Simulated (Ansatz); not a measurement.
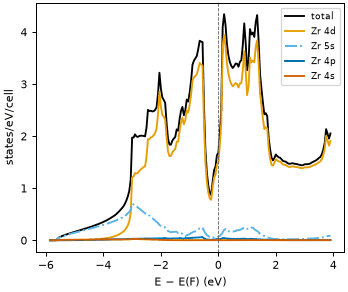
Fig. 1. Total and projected density of states of Zr (hcp (Mg type), P6_3/mmc), plane-wave PAW PBE (Ansatz code)

Which orbitals carry the states next to the Fermi level?

Within 0.5 eV of the Fermi level: Zr 4d 90 %, Zr 5s 5 %. Projections are on Löwdin-orthogonalised atomic valence shells; empty p or d shells of many metals are not among them.

Where is the tallest occupied peak in this window, and what makes it?

Near -0.6 eV, about 3.8 states/eV per cell; the largest projected share is Zr 4d.

The PBE relaxation kept the symmetry of its start. No spin polarisation was allowed. Spin–orbit coupling is left out wherever it is not named.

Potentials: the earlier of the program's two PAW sets.
